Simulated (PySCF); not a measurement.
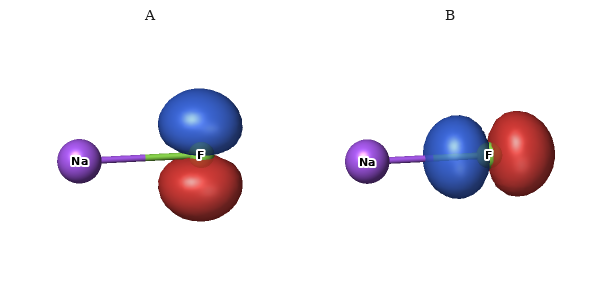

The picture shows: NaF. Two frontier orbitals, each drawn at the value that holds 80 % of its norm (red and blue are the two phases), in no order; of a degenerate pair one member is drawn.

These are results of PBE0/def2-TZVP, non-relativistic Hamiltonian with scalar-relativistic core potentials where named, at a bond length of 1.927 Å (PySCF), not measurements.

Label each orbital by symmetry, say whether it is occupied, and order them by energy.

Orbital B: σ, occupied, −6.89 eV; mainly on F (95 %).
Orbital A: π, occupied, −6.65 eV; mainly on F (95 %).
